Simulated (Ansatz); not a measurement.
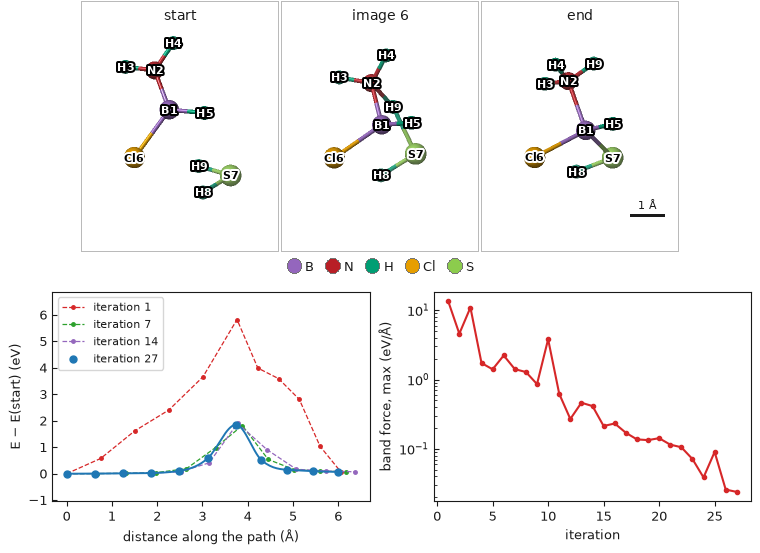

A search for the minimum-energy path of BNH₅SCl, made up at the start of BNH3Cl and H$_{2}$S by the nudged elastic band. Images are numbered from 0 (start) to 10 (end). The plot follows the band through its iterations. A ball-and-stick model, seen from a free direction.

The calculation used Ansatz, RHF/def2-SVP. Run with 9 movable images; climbing image; force threshold 0.05 eV/Å; iteration limit 60; starting path through a guess of the saddle point.

### How did the profile develop, and is the result final?

The result is final at these settings. The band converged in 27 iterations. The largest component of the band force went from 13 to 0.024 eV/Å. The climbing image converged on the top of the path. Its vibrational analysis gives one imaginary mode (1774i cm⁻¹), as a transition state must have. The first iteration put the highest image at 5.82 eV. The highest point, image 6, lies 1.85 eV above the start and 1.78 eV above the end; the end is at +0.07 eV relative to the start.

Limits of the set-up: the start holds two separate molecules, 3.1 Å apart at their closest, whose relative position is a soft coordinate and is computed without a dispersion correction; Hartree-Fock leaves out electron correlation.
